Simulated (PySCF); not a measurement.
```
atom    x (Å)    y (Å)    z (Å)
   C  -2.7714  -0.3079  -0.1338
   C  -1.5547   0.0152   0.2696
   C  -0.8765   1.2991  -0.1062
   C   0.4437   1.0038  -0.8230
   C   1.3559   0.1231   0.0435
   B   2.8013  -0.0927  -0.5671
   F   3.3026   0.8164  -1.3758
   C   0.6216  -1.1775   0.3952
   C  -0.7008  -0.8864   1.1113
   H  -3.3617   0.3513  -0.7481
   H  -3.2327  -1.2414   0.1417
   H  -1.5231   1.9003  -0.7473
   H  -0.6683   1.8744   0.8014
   H   0.9489   1.9406  -1.0646
   H   0.2322   0.4851  -1.7610
   H   1.5175   0.6635   0.9901
   H   3.5017  -1.0039  -0.3187
   H   1.2532  -1.8038   1.0279
   H   0.4143  -1.7309  -0.5231
   H  -0.4878  -0.3918   2.0638
   H  -1.2249  -1.8196   1.3235
```

Geometry: GFN2-xTB.

Method: PySCF 2.14.0, PBE0/pcSseg-1, SCF density, gas phase, non-relativistic.

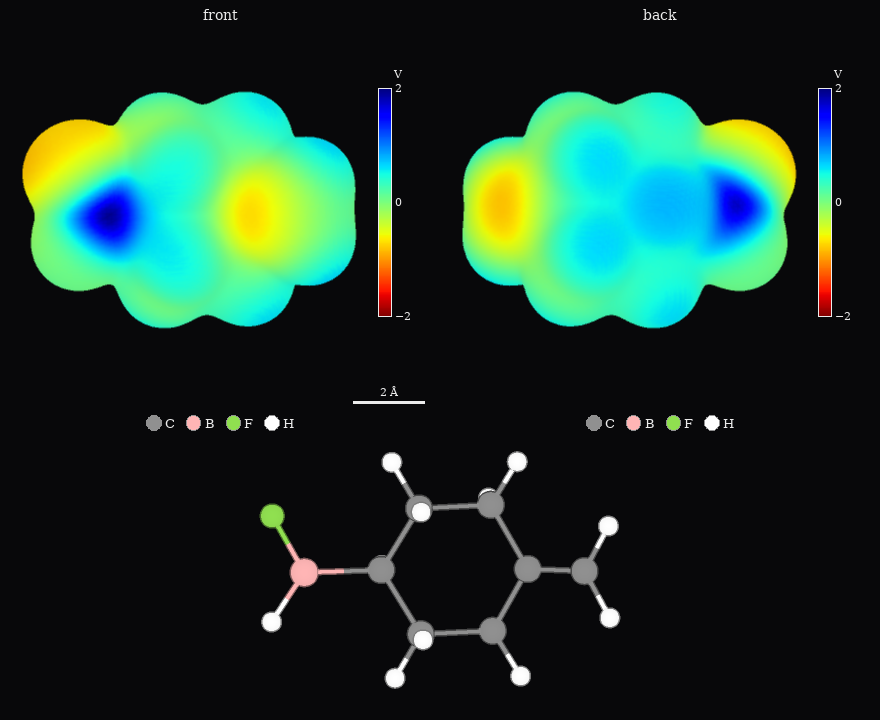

C$_{7}$H$_{12}$BF (SMILES C=C1CCC(BF)CC1). The molecular electrostatic potential painted on the density surface at 0.002 e/bohr³, seen from the front and from behind; the colour scale runs from red (negative) to blue (positive). The bare structure is drawn below in the same view.

### Where is the surface potential most negative and most positive?

The most negative region (about −0.8 V) lies over C1, C2 and F7, the most positive (about +1.8 V) over B6.

### How polar is the molecule by this calculation?

Its dipole moment is 0.84 D.
